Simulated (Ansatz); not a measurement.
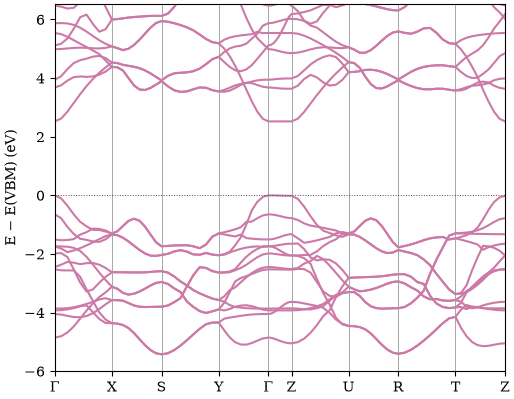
*Band structure from r²SCAN+D4 (plane waves, PAW; program Ansatz)*

The gap is 2.52 eV; an edge lies off the plotted path or next to a special point (maximum at Γ, minimum on the Γ–Z line, 2 % of the way from Γ).

The material is HfBrN in space group Pmmn (No. 59; Hf on 2b, Br on 2a, N on 2a).

The workflow started from a Materials Project entry (that database holds measured and hypothetical structures alike); the Crystallography Open Database files this formula in space group No. 59, but the cells were not matched. Its standing as an ambient phase is unchecked. Symmetry was held in the r²SCAN+D4 relaxation; whether a distortion lowers the energy is not shown. The run is not spin-polarised. Scalar-relativistic: spin–orbit coupling is off unless named, which matters more the heavier the elements.

Potentials: the later of the program's two PAW sets.
